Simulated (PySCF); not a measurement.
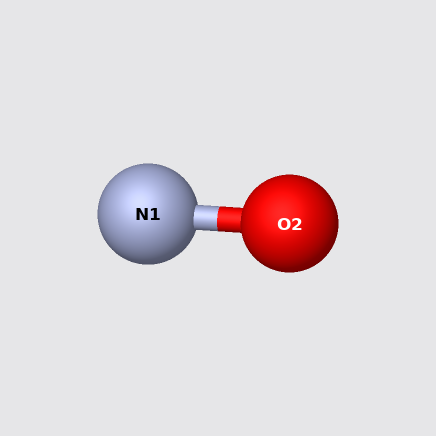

Charge 0, doublet. The geometry was computed by an optimisation with GFN2-xTB. No frequency run is at hand to confirm it as a minimum. Level of theory: UKS B3LYP, pcH-1 on N O, non-relativistic (PySCF 2.14.0).

Give the isotropic hyperfine couplings (Fermi-contact term alone) of N1, O2.

```tsv
atom	isotope	a_iso (MHz)
N1	14N	16.7
O2	17O	−25.4
```

The run warned: orbitally degenerate or nearly so: second-order g, spin-orbit hyperfine and D do not apply.
